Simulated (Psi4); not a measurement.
# HF/3-21G run of AlSiNH6O (SMILES O[SiH2][NH][AlH2])

Aim: the vertical singlet–triplet gap of AlSiNH6O at HF/3-21G, from 2 runs. 

The calculation is run with Psi4 1.11.

2 further runs of the same task are left out: 1 that didn't finish, 1 set aside as unsound or not needed.

**1. The molecule**

AlSiNH6O: 10 atoms, total charge 0, spin state singlet. SMILES: `O[SiH2][NH][AlH2]`. The coordinates come from a PBE0-D4/def2-TZVP relaxation. This is one conformer, not always the lowest.

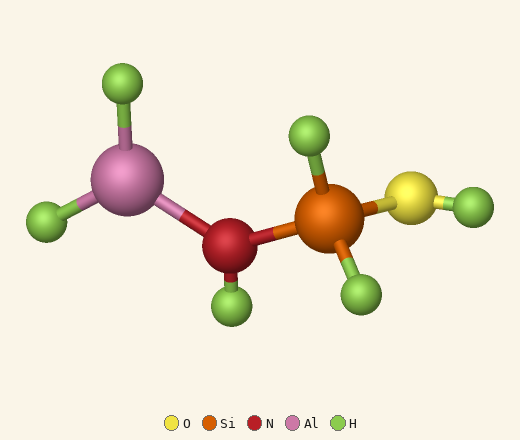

The structure, seen from a chosen angle (oxygen yellow, silicon orange, nitrogen red, aluminium pink, hydrogen green).

**2. A single-point energy at HF/3-21G**

job.inp

```
memory 2200 MB

molecule mol {
  0 1
  O
  Si 1 1.649713
  N 2 1.710599 1 109.55935
  Al 3 1.784819 2 128.78127 1 -108.97112
  H 1 0.958065 2 117.09347 3 -154.70439
  H 2 1.485803 1 111.28787 5 87.74533
  H 2 1.491382 6 109.68107 3 -121.50782
  H 3 1.012732 2 114.66012 6 -172.29269
  H 4 1.579797 3 118.34447 8 -178.30513
  H 4 1.58314 9 124.3184 3 179.37586
  units angstrom
  symmetry c1
}

set {
  basis         3-21G
  reference     rhf
  puream        true
  e_convergence 1e-09
  d_convergence 1e-08
  scf_type      pk
}

energy_value, wavefunction = energy('scf', return_wfn=True)
oeprop(wavefunction, 'QUADRUPOLE', 'DIPOLE', 'WIBERG_LOWDIN_INDICES')
```

Started as:

```sh
$ psi4 job.inp job.out -n 1
```

job.out:

```text
[...]
  Running in c1 symmetry.
[...]
  Nuclear repulsion =  207.762865747982545
[...]
  Multiplicity = 1
[...]
  Nalpha       = 24
  Nbeta        = 24
[...]
    Number of basis functions: 56
[...]
   @RHF iter   1:  -660.02183490440029   -1.08145e+00   9.75949e-03 DIIS/ADIIS
[...]
   @RHF iter  11:  -660.15409560609305   -6.82121e-13   2.25461e-09 DIIS
[...]
    Orbital Energies [Eh]
    ---------------------
    Doubly Occupied:
       1A    -68.342718     2A    -58.053452     3A    -20.435521
       4A    -15.446954     5A     -6.141213     6A     -4.862013
       7A     -4.238055     8A     -4.237611     9A     -4.237418
      10A     -3.166305    11A     -3.165431    12A     -3.164470
      13A     -1.328199    14A     -1.102427    15A     -0.742312
      16A     -0.644883    17A     -0.618564    18A     -0.565282
      19A     -0.531750    20A     -0.496949    21A     -0.464163
      22A     -0.442004    23A     -0.421998    24A     -0.401028
[...]
  @RHF Final Energy:  -660.15409560609305
   => Energetics <=
    Nuclear Repulsion Energy =            207.7628657479825449
    One-Electron Energy =               -1329.3324773098202058
    Two-Electron Energy =                 461.4155159557446950
    Total Energy =                       -660.1540956060930512
[...]
 Multipole Moments:
 ------------------------------------------------------------------------------------
     Multipole            Electronic (a.u.)      Nuclear  (a.u.)        Total (a.u.)
 ------------------------------------------------------------------------------------
 L = 1.  Multiply by 2.5417464519 to convert [e a0] to [Debye]
 Dipole X            :         -0.2609968            0.8328509            0.5718542
 Dipole Y            :         -1.5798058            1.9409121            0.3611063
 Dipole Z            :         -0.1138344            0.1449328            0.0310984
 Magnitude           :                                                    0.6770392
 L = 2.  Multiply by 1.3450342976 to convert [e a0^2] to [Debye ang]
 Quadrupole XX       :       -125.5716620           94.6705672          -30.9010948
 Quadrupole XY       :       -106.3560130          107.6474353            1.2914223
[...]
```

Wall time 2.3 s (1 thread of AMD EPYC 7R43 (Zen 3), shared host); peak memory 0.19 GiB.

**3. The triplet: energy and gradient at UHF/3-21G**

input.json

```json
{
 "schema_name": "qcschema_input",
 "schema_version": 1,
 "molecule": {
  "schema_name": "qcschema_molecule",
  "schema_version": 2,
  "symbols": ["O", "Si", "N", "Al", "H", "H", "H", "H", "H", "H"],
  "geometry": [-3.43438826, -1.31109199, -1.99649565, -1.08961608, 0.7065686, -1.60929077, 1.31014712, -0.7224423, 0.01814137, 2.33059923, -0.17914604, 3.18664516, -4.53496475, -1.03538094, -3.40736518, -1.89010407, 2.91735919, -0.07464418, -0.26985289, 1.57092933, -4.1634446, 2.19094847, -2.13123312, -0.93163498, 0.96073676, 1.94755174, 4.77193641, 4.58334174, -1.85986845, 4.21163261],
  "molecular_charge": 0,
  "molecular_multiplicity": 3,
  "fix_symmetry": "c1",
  "fix_com": true,
  "fix_orientation": true
 },
 "driver": "gradient",
 "model": {
  "method": "scf",
  "basis": "3-21G"
 },
 "keywords": {
  "reference": "uhf",
  "puream": true,
  "e_convergence": 1e-09,
  "d_convergence": 1e-08,
  "scf_type": "pk",
  "maxiter": 100,
  "scf_properties": ["WIBERG_LOWDIN_INDICES", "MULLIKEN_CHARGES", "MAYER_INDICES"]
 }
}
```

Started as:

```sh
$ psi4 --qcschema input.json -n 1 --memory 2200MB
```

stdout, shortened:

```text
[...]
  Running in c1 symmetry.
[...]
  Nuclear repulsion =  207.762866481954291
[...]
  Multiplicity = 3
[...]
  Nalpha       = 25
  Nbeta        = 23
[...]
    Number of basis functions: 56
[...]
   @UHF iter   1:  -659.72843344317710   -7.88047e-01   1.00467e-02 DIIS/ADIIS
[...]
   @UHF iter  26:  -659.92391478123056   -5.57066e-12   3.70572e-09 DIIS
[...]
   @S^2 Observed:                2.051626860E+00
[...]
  @UHF Final Energy:  -659.92391478123056
   => Energetics <=
    Nuclear Repulsion Energy =            207.7628664819542905
    One-Electron Energy =               -1329.1047932765086443
    Two-Electron Energy =                 461.4180120133238461
    Total Energy =                       -659.9239147812305646
  UHF NO Occupations:
  HONO-2 :   23  A 1.9753290
  HONO-1 :   24  A 1.0000000
[...]
 Multipole Moments:
[...]
  Mulliken Charges: (a.u.)
   Center  Symbol    Alpha    Beta     Spin     Total
       1     O     4.43079  4.43069  0.00010 -0.86147
       2    SI     6.24183  6.26777 -0.02594  1.49041
       3     N     4.17198  4.12712  0.04485 -1.29910
       4    AL     6.68780  5.82599  0.86181  0.48621
       5     H     0.29987  0.30017 -0.00030  0.39997
       6     H     0.64665  0.64666 -0.00001 -0.29331
       7     H     0.64430  0.64121  0.00309 -0.28552
       8     H     0.32732  0.33349 -0.00616  0.33919
       9     H     0.74015  0.27870  0.46146 -0.01885
      10     H     0.80932  0.14821  0.66111  0.04248
[...]
  -Total Gradient:
     Atom            X                  Y                   Z
    ------   -----------------  -----------------  -----------------
       1        0.016876961024     0.005343618529     0.009984368685
       2       -0.018391685357    -0.010175649670    -0.007492256193
       3       -0.009593942766     0.009836873034     0.013277248607
       4        0.023549752983    -0.010376508698     0.027714053363
       5        0.010694207591     0.007546198964     0.002305850088
       6       -0.000317398060    -0.001399873724     0.001308558366
       7        0.001340505337    -0.001716804595     0.000512893970
       8        0.002697919195    -0.002484464317     0.000010286616
       9       -0.000049932272    -0.011350204909    -0.024451192515
      10       -0.026806387679     0.014776815387    -0.023169810984
[...]
```

It took 3.3 s on 1 thread of AMD EPYC 7R43 (Zen 3), shared host; peak memory 0.2 GiB.

**4. Summary of results**

Level: HF/3-21G.

| quantity | value |
| --- | --- |
| singlet: total energy | -660.15410 Eh |
| singlet: dipole moment | 1.72 D |
| singlet: HOMO energy | -10.91 eV |
| singlet: LUMO energy | 1.97 eV |
| singlet: HOMO–LUMO gap | 12.88 eV |
| triplet: total energy | -659.92391 Eh |
| triplet: dipole moment | 1.29 D |
| triplet: HOMO energy (highest over α and β) | -4.61 eV |
| triplet: LUMO energy (lowest over α and β) | -3.53 eV |
| triplet: ⟨S²⟩ | 2.052 |
| triplet: largest force on an atom | 1.974 eV/Å |
| vertical energy of the triplet above the singlet | 6.264 eV |

At this shape the triplet lies 6.26 eV (604 kJ/mol) above the singlet. Mulliken charges (triplet) run from -1.30 on N3 to +1.49 on Si2; they depend strongly on the basis.
